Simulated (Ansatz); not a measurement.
## Fields on a plane of Bi (A7 type, space group R-3m)

```
Bi
1.0
    2.26661     1.30863     3.88456
   -2.26661     1.30863     3.88456
    0.00000    -2.61726     3.88456
Bi
2
Direct
  0.23718   0.23718   0.23718
  0.76282   0.76282   0.76282
```

The slice is a (1 -1 0 2) plane (indices of the conventional cell) through the point (0.237, 0.237, 0.237) (fractional), spanned by u = [1 0 -1] and v = [010] in vectors of this cell: u (4.53 Å) and v (4.68 Å, at 90° to u). It covers one period; positions are fractions (u, v).

Atoms on it: Bi at (0.00, 0.00); Bi at (0.50, 0.55), 0.2 Å off the plane. Other atoms lie within 1 Å of the plane.

Computed with PBE-D3(BJ) (plane waves to 420 eV, PAW, scalar-relativistic; Ansatz, a program for electronic structure). k mesh 13×13×13. These are valence fields of a PAW run, semicore shells included where kept as valence: close to a nucleus they are smooth pseudo fields. Bi was relaxed with its symmetry unable to fall. Spin-orbit coupling is left out, though Bi is heavy.

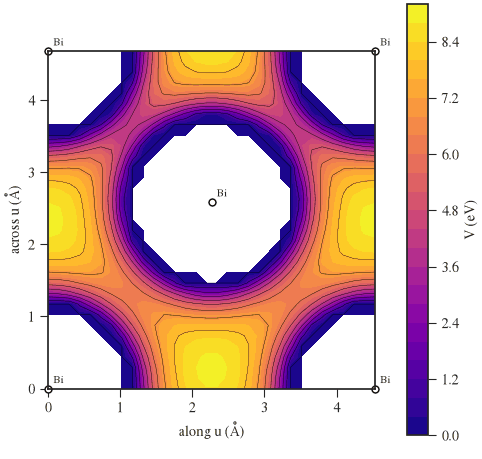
Figure. Electrostatic potential energy of an electron, from the cell's mean, in eV, one period of the plane, atoms marked. Points within 1 Å of a nucleus are left white, as the pseudised field means little there. Values under 0 eV are set to 0. The zero, the cell's mean, hangs on the PAW cores.

```
|xxxx478877764322223467778874xxx|
|xxx25787787654333345678778752xx|
|xx2478878887655445567888788742x|
|4457887789887666666788987788754|
|7778877899987777777789998778877|
|8887778999987777777789999877788|
|7777789999887777777788999987777|
|7777789999877788887778999987777|
|7777889998778887788877899988777|
|6667789987788765567887789987766|
|5556788877887532235788778887655|
|34456788788752xxxx2578878876544|
|2234578878863xxxxxx368878875432|
|1123467778863xxxxxx368877764321|
|0012467888863xxxxxx368888764210|
|0001357888874xxxxxx478888753100|
|00012578889863xxxx3689888752100|
|0001246788998643346899887642100|
|1111235788899877778998887532111|
|3222234678899999999998876432222|
|5544334567888999999888765433445|
|8776544456788999999887654445677|
|9988765445678899998876544567889|
|8888876544456788887654445678888|
|9998888654344566665443456888899|
|9999988765332333333233567889999|
|7789998876422111111224678899987|
|4467998886531100001135688899764|
|xx2579988753200000023578899752x|
|xxx26898876421000012467889862xx|
|xxxx478887653100001356788874xxx|
|xxxx478877753211112357778874xxx|
```
Scale: ten equal steps from 0.08 (start of '0') to 0.50 (end of '9'), in the order '0123456789'. Values: electron localisation function (ELF). The map has 31 points along u (one character each, u = 0 at the left) and 32 along v (v = 0 in the bottom row). Points within 0.5 Å of a nucleus are blanked (x), as the pseudised field means little there.
